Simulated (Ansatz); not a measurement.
**H3S+ (SMILES [SH3+]) at 6 levels**

We compute a comparison of 6 runs (BLYP/6-31G, r2SCAN0/3-21G, CCSDT/3-21G, CCSDT/6-31G, CCSD(T)/6-31G, UCCSD(T)/3-21G) of H3S+. 

The results are computed with Ansatz 0.2.0.

9 further runs of the same task are left out: 7 that didn't finish, 2 set aside as unsound or not needed.

## (1) Starting point

H3S+: 4 atoms, total charge +1, spin state singlet. SMILES: `[SH3+]`. The H2–S1 distance was set to 3.389 Å, away from the relaxed value. At this shape a bond of the SMILES string is far longer than usual.

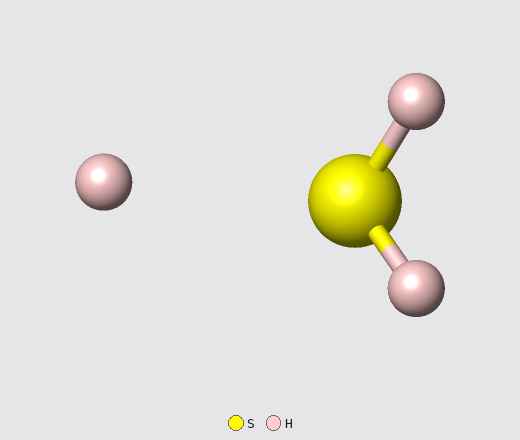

Viewed from a chosen angle; sulfur yellow, hydrogen pink.

## (2) The energy at BLYP/6-31G (run 1)

Contents of in.yaml:

```yaml
crystal:
  periodic: [false, false, false]
  atoms:
    - {symbol: S, position_ang: [-0.517972, -0.673650, -2.216383]}
    - {symbol: H, position_ang: [0.848020, 0.280920, 0.734350]}
    - {symbol: H, position_ang: [-1.313742, -1.610670, -1.645403]}
    - {symbol: H, position_ang: [-1.475092, 0.285180, -2.183873]}
basis:
  gaussian:
    orbitals: 6-31G
total_charge: 1
hamiltonian:
  xc: {name: BLYP}
accuracy: high
```

Launch:

```
ansatz run in.yaml --threads 1 --pin off --max-ram 2610MiB --events-out events.jsonl --progress --plain --runs-dir runs
```

Log:

```text
Warning: RAYON_NUM_THREADS=1 ignored (pool sized by the plan → 1); use --threads N
Functional definition: BLYP
  name "BLYP"
  parameter beta = 0.0042
  parameter a = 0.04918
  parameter b = 0.132
  parameter c = 0.2533
  parameter d = 0.349
  exchange = b88_x(beta = beta)
  correlation = lyp_c(a = a, b = b, c = c, d = d)
398 factors; integrals over basis functions are off by at most 4.5e-9 eV
mean field evaluation 1: about -10861.7861 eV, gradient 3.7e1 eV
mean field evaluation 2: about -10836.4699 eV, gradient 7.1e1 eV
mean field evaluation 4: about -10849.7040 eV, gradient 4.0e1 eV
mean field evaluation 8: about -10866.7488 eV, gradient 8.5e0 eV
mean field evaluation 16: about -10869.5744 eV, gradient 2.0e-6 eV
mean field -10869.57444358 eV, -399.4494931393 hartree, gradient 2.6e-8 eV, S^2 0.000000; 0 other end points of the search recorded, 0 dependent functions left out
reference -10869.57448667 eV, -399.4494947228 hartree; 9, 9 occupied and 10, 10 virtual orbitals, 398 factors
Total energy: -10869.57448667 eV, -399.4494947228 hartree
```

Wall time 0.69 s (1 thread of Arm Neoverse V2, shared host).

## (3) A single-point energy at r2SCAN0/3-21G (run 2)

Contents of run.yaml:

```yaml
crystal:
  periodic: [false, false, false]
  atoms:
    - symbol: S
      position_ang: [-0.517972, -0.673650, -2.216383]
    - symbol: H
      position_ang: [0.848020, 0.280920, 0.734350]
    - symbol: H
      position_ang: [-1.313742, -1.610670, -1.645403]
    - symbol: H
      position_ang: [-1.475092, 0.285180, -2.183873]
basis:
  gaussian:
    orbitals: 3-21G.json
total_charge: 1
hamiltonian:
  xc: {name: r2SCAN0}
accuracy: high
```

The basis set 3-21G is read from a file made from the Basis Set Exchange's data (not shown).

Launch:

```
ansatz run run.yaml --threads 1 --pin off --max-ram 2610MiB --events-out events.jsonl --progress --plain --runs-dir runs
```

Log:

```text
Warning: RAYON_NUM_THREADS=1 ignored (pool sized by the plan → 1); use --threads N
Functional definition: r2SCAN0
  name "r2SCAN0"
  parameter a = 0.25
  parameter k0 = 0.174
  parameter k1 = 0.065
  parameter a1 = 4.9479
  exchange = (1 - a)*r2scan_x(k0 = k0, k1 = k1, a1 = a1) + a*exact_x
  correlation = r2scan_c
349 factors; integrals over basis functions are off by at most 4.0e-9 eV
mean field evaluation 1: about -10809.4659 eV, gradient 3.3e1 eV
mean field evaluation 2: about -10790.4364 eV, gradient 5.6e1 eV
mean field evaluation 4: about -10800.8740 eV, gradient 3.9e1 eV
mean field evaluation 8: about -10812.4307 eV, gradient 1.1e1 eV
mean field evaluation 16: about -10814.5545 eV, gradient 2.6e-8 eV
mean field -10814.55445509 eV, -397.4275458562 hartree, gradient 1.1e-8 eV, S^2 0.000000; 0 other end points of the search recorded, 0 dependent functions left out
reference -10814.55445540 eV, -397.4275458678 hartree; 9, 9 occupied and 10, 10 virtual orbitals, 349 factors
Total energy: -10814.55445540 eV, -397.4275458678 hartree
```

Run time: 1.6 s. Hardware: 1 thread of Arm Neoverse V2, shared host; peak memory 0.11 GiB.

Runs 3 to 5 aren't shown in full; the table further down has their settings and results.

## (4) The energy at UCCSD(T)/3-21G (run 6)

Contents of job.yaml:

```yaml
basis:
  gaussian:
    orbitals: 3-21G.json
crystal:
  periodic: [false, false, false]
  atoms:
    - {symbol: S, position_ang: [-0.517972, -0.673650, -2.216383]}
    - {symbol: H, position_ang: [0.848020, 0.280920, 0.734350]}
    - {symbol: H, position_ang: [-1.313742, -1.610670, -1.645403]}
    - {symbol: H, position_ang: [-1.475092, 0.285180, -2.183873]}
total_charge: 1
magnetization:
  spin_polarized: true
  initial_magnetization: 0
correlation:
  method: ccsd_t
  frozen_orbitals: {H: 0, S: 5}
accuracy: high
scf:
  omitted_lower_state_checks: [cluster_reference, increment]
```

The basis set 3-21G is read from a file made from the Basis Set Exchange's data (not shown).

Launch:

```
ansatz run job.yaml --threads 1 --pin off --max-ram 2610MiB --events-out events.jsonl --progress --plain --runs-dir runs
```

Log:

```text
Warning: RAYON_NUM_THREADS=1 ignored (pool sized by the plan → 1); use --threads N
[... 13 lines left out ...]
5 core orbitals not correlated: weight in the atoms' cores, before any rotation towards them, 1.000 or more for the frozen orbitals, at most 0.000 for the correlated occupied ones
[... 37 lines left out ...]
Total energy: -10800.63712464 eV, -396.9160933957 hartree
Checks for a lower state left out: cluster_reference, increment
```

It took 0.24 s on 1 thread of Arm Neoverse V2, shared host.

## (5) All runs side by side

```
run           level  frozen core orbitals  energy (Eh)  wall time
  1      BLYP/6-31G                     –  -399.449495     0.69 s
  2   r2SCAN0/3-21G                     –  -397.427546      1.6 s
  3     CCSDT/3-21G                     5  -396.917577     0.26 s
  4     CCSDT/6-31G                     5  -398.841110     0.32 s
  5   CCSD(T)/6-31G                     5  -398.858041     0.18 s
  6  UCCSD(T)/3-21G                     5  -396.916093     0.24 s
```

## (6) Summary of results

| quantity | value |
| --- | --- |
| run 6: total energy | -396.91609 Eh |
| run 6: correlation energy (5 core orbitals frozen) | -67.7 mEh |
| run 6: (T) correction | -0.60 mEh |
| run 6: ⟨S²⟩ of the reference determinant | 0.992 |
| run 6: T1 diagnostic | 0.015 |

**Reading.** Totals of different functionals can't be ranked against each other. In run 5 the T1 diagnostic is large, so a single reference may not serve. In runs 3, 4, 5 the log says that unrestricted orbitals would lower the reference, so the values rest on an unstable closed-shell determinant (other closed-shell runs at this shape may share the fault). Spin contamination of the reference: run 6 ⟨S²⟩ = 0.99. Where it is this large, the reference is a mixture of spin states, and values that rest on it are in doubt. All runs together took 3.3 s, the longest 1.6 s.
